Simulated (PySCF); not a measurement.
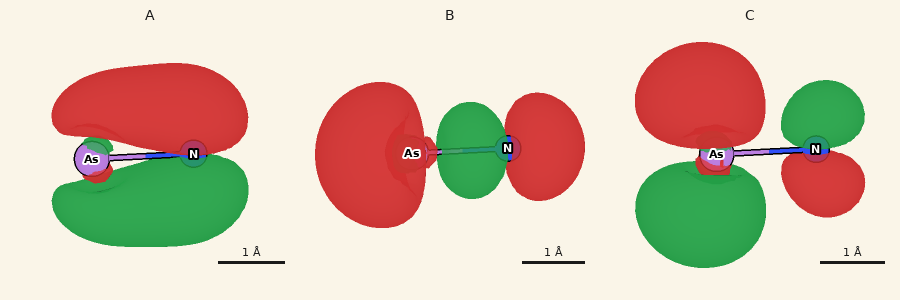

Figure. AsN (charge +1, doublet). Three frontier α-spin orbitals, each drawn at the value that holds 80 % of its norm (green and red are the two phases), in no order; of a degenerate pair one member is drawn.

⟨S²⟩ = 0.83, above the pure value of 0.75.

The calculation used PBE0/def2-TZVPPD, non-relativistic Hamiltonian with scalar-relativistic core potentials where named, at a bond length of 1.606 Å in PySCF.

Question: Name the orbitals and rank them from lowest to highest energy.

Answer: Orbital B: σ, occupied in this spin, −18.73 eV; shared between the atoms (As 55 %, N 45 %).
Orbital A: π, occupied in this spin, −17.60 eV; bonding, with no node between the atoms.
Orbital C: π, empty in this spin, −10.38 eV; mainly on As (75 %).
